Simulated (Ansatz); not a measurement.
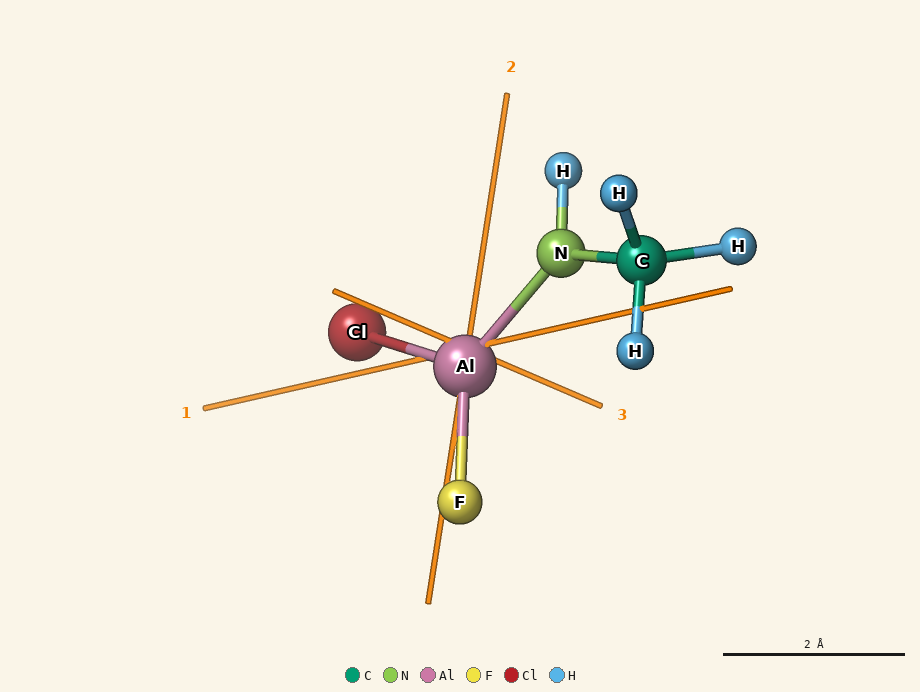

The three principal axes of inertia are drawn and numbered. Depth is shown by fading: the farther an atom, the more it takes the colour of the background. The computed structure is the end point of a PBE-D4/def2-SVP optimisation. No frequency run is at hand to confirm it as a minimum. Masses are those of the most abundant isotopes; constants are for the rigid equilibrium geometry.

Q: Which line is the a axis (least moment of inertia), which b and which c?

A: a is line 1, b is line 2, c is line 3; the moments are 99.5, 291, 387 u Å².

Q: Classify the rotor and give the rotational constants (cm⁻¹).

A: An asymmetric top (Cs): A = 0.170, B = 0.0579, C = 0.0435 cm⁻¹. Ray's parameter κ is −0.77, nearer the prolate limit.
